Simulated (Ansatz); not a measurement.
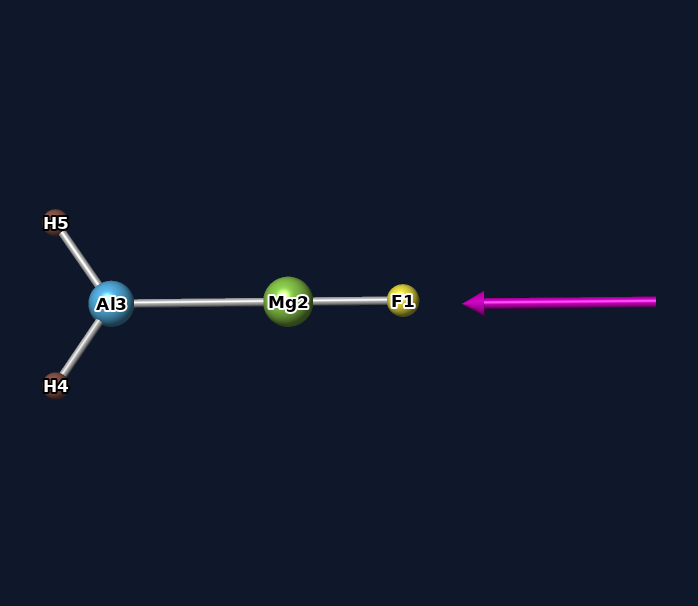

The arrow beside the molecule shows the direction of the dipole moment, from the negative to the positive end (its length means nothing). Computed geometry: PBE0-D4/def2-TZVP optimisation. No frequency run is at hand to confirm it as a minimum. Method: RKS PBE0-D4/def2-TZVP (Ansatz 0.2.0).

Q: How large is the dipole moment?

A: 1.79 D; it points from the side of F1 to the side of H4, H5 (the outermost atoms at the two ends).
